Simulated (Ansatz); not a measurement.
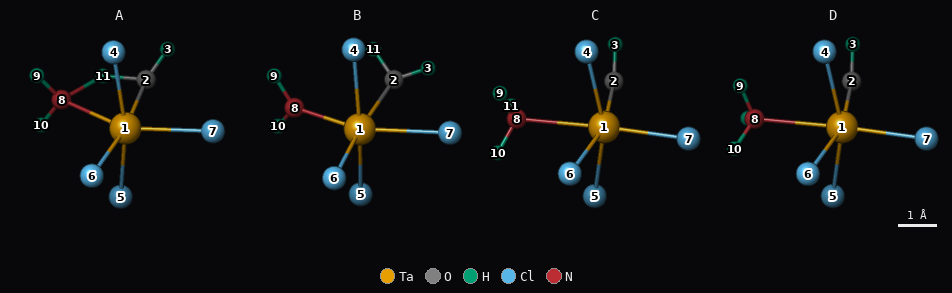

4 geometries from a converged minimum-energy path of TaNH4OCl4, shuffled. Style: ball-and-stick. Shown at a tilt.

Computed with RKS PBE/def2-SVP in Ansatz 0.2.0. Set-up: 7 movable images; climbing image; force threshold 0.03 eV/Å; iteration limit 60; starting path through a guess of the saddle point.

Question: Which of them lies highest in energy?

Answer: A. In order along the path, whose images run from 0 to 8: D (image 0, 0.0 kJ/mol), C (image 1, +0.4 kJ/mol), A (image 5, +112.7 kJ/mol), B (image 7, +82.8 kJ/mol). A hydrogen atom shifts from one atom to another. Breaking: N8–H11 (1.03 → 1.41 at the top → 3.16 Å). Forming: O2–H11 (2.90 → 1.15 at the top → 0.98 Å).
